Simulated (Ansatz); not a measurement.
The starting structures come from a database of crystals and need not be the phases stable at ambient conditions.

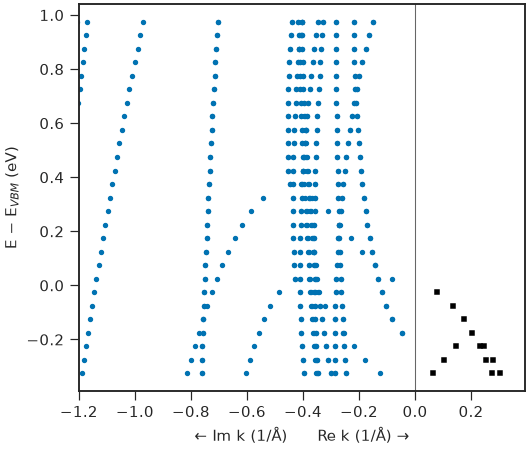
Figure: Complex bands at the centre of the two-dimensional zone; PBEsol (Ansatz, a program for electronic structure)

The gap is the functional's own. No spin-orbit coupling. Mid-gap values are interpolated on the energy grid.

This is Te2W (P6_3/mmc, not sure to be the ambient phase, 6 atoms a cell, 24.3 Å³ an atom) along the normal of (100). Read off the slowest decay at the centre of the two-dimensional zone at 0.38 eV, the computed energy nearest the middle of the gap.

κ ≈ 0.19 1/Å, a decay length 1/(2κ) of the density of 2.7 Å.
